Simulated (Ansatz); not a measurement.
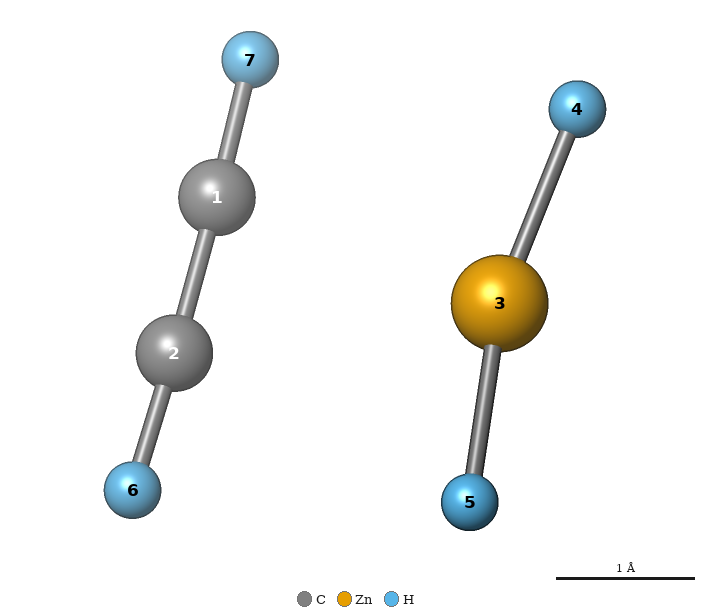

Orthographic view. Atoms fade into the background with distance from the viewer. The computed structure is the end point of a PBE-D4/def2-SVP optimisation. No frequency run is at hand to confirm it as a minimum.

List all interatomic distances (Å) as a matrix.

```
atom    C1    C2   Zn3    H4    H5    H6    H7
  C1  0.00                                    
  C2  1.23  0.00                              
 Zn3  2.62  2.62  0.00                        
  H4  2.91  3.50  1.56  0.00                  
  H5  3.50  2.90  1.56  3.10  0.00            
  H6  2.31  1.08  3.09  4.27  2.79  0.00      
  H7  1.08  2.31  3.09  2.79  4.28  3.39  0.00
```
